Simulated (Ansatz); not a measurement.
```xyz
8

O    -1.1975    0.3190   -1.5098
As   -0.5071    1.2523   -0.0715
Si    0.6228   -0.6708    0.8104
H    -2.1456    0.5510   -1.5296
H     0.7812    1.7310   -0.7843
H     1.6165   -0.2484    1.8628
H     1.3292   -1.4271   -0.2798
H    -0.4074   -1.5642    1.4460
```

All numbers below come from RKS PBE-D4/def2-SVP (Ansatz 0.2.0).

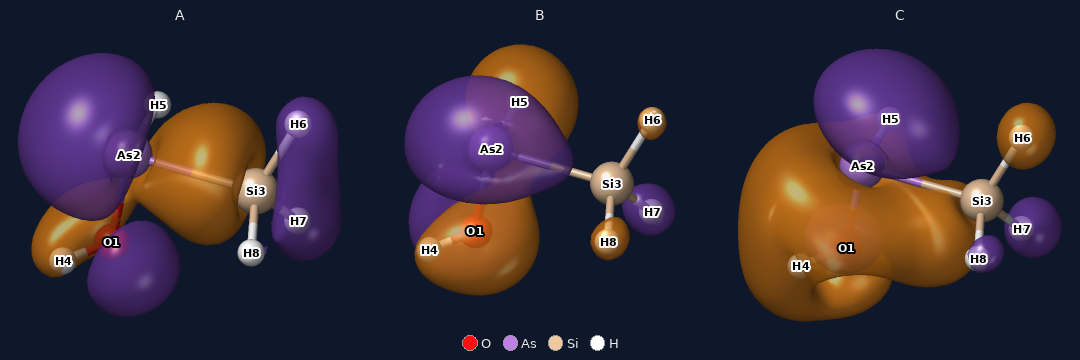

AsH5OSi. Three frontier orbitals at ±0.08 Å⁻³ᐟ² (orange and purple are the two phases), in no order.

Question: Which picture is the HOMO−1, the HOMO and the LUMO?

Answer: B is the HOMO−1 (−6.52 eV). By Hirshfeld shares it lies mainly on O1 (about 50 %), As2 (about 30 %) and H5 (about 10 %). A is the HOMO (−5.97 eV). It lies mainly on As2 (about 45 %), O1 (about 25 %) and Si3 (about 20 %). C is the LUMO (−1.56 eV). By Hirshfeld shares it lies mainly on As2 (about 50 %), O1 (about 20 %), Si3 (about 10 %) and H4 (about 5 %).

Question: What is the HOMO–LUMO gap?

Answer: 4.41 eV between the orbital energies.
